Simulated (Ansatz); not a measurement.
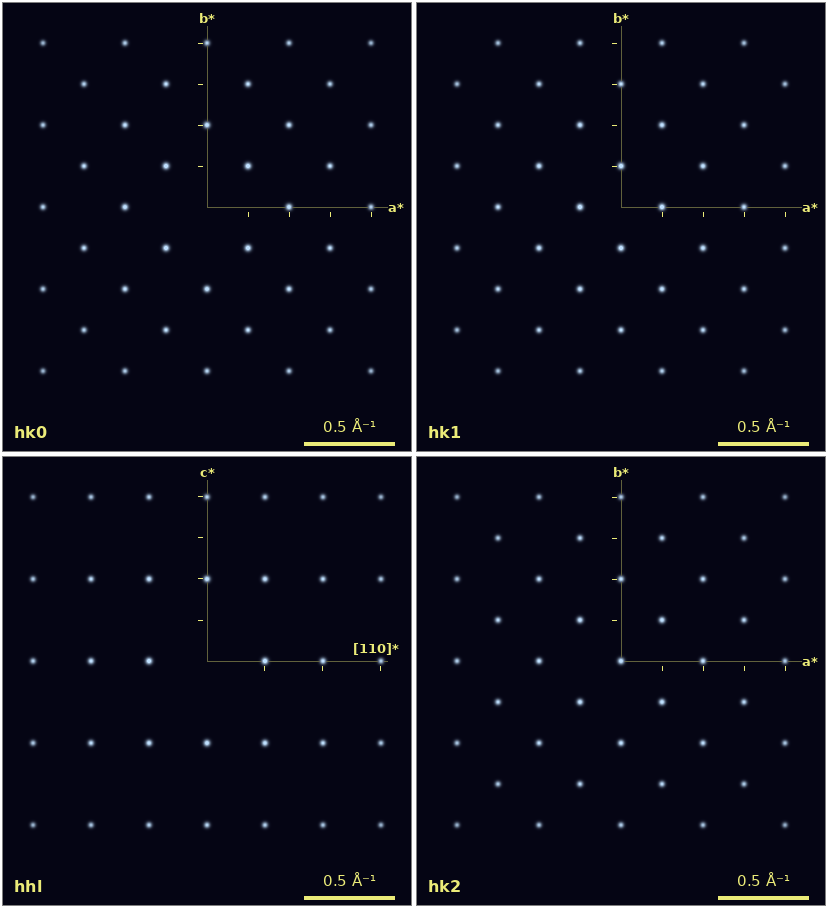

Simulated precession-type sections (X-rays; kinematic intensities, B = 0.5 Å²). The ticks mark integer indices of the conventional cell.

The compound is Eu. Structure: the input geometry of an electronic-structure calculation (not necessarily at equilibrium).

> What cell do the layers give?

a* = 0.228, b* = 0.228, c* = 0.228 Å⁻¹; the cell is cubic with a = 4.38 Å.

> Which reflection conditions do the layers show?

Reflections are present only under these conditions. hkl: h + k + l = 2n; hk0: h + k = 2n; hhl: l = 2n; h00: h = 2n. The lattice is body-centred (I).

> Which space groups fit?

The intensities have Laue symmetry m-3m (the hk0 layer shows 4mm, hk1 shows 4mm). With these conditions the candidates are I432 (No. 211), I-43m (No. 217), Im-3m (No. 229). Diffraction geometry alone does not choose among them; the structure has Im-3m.
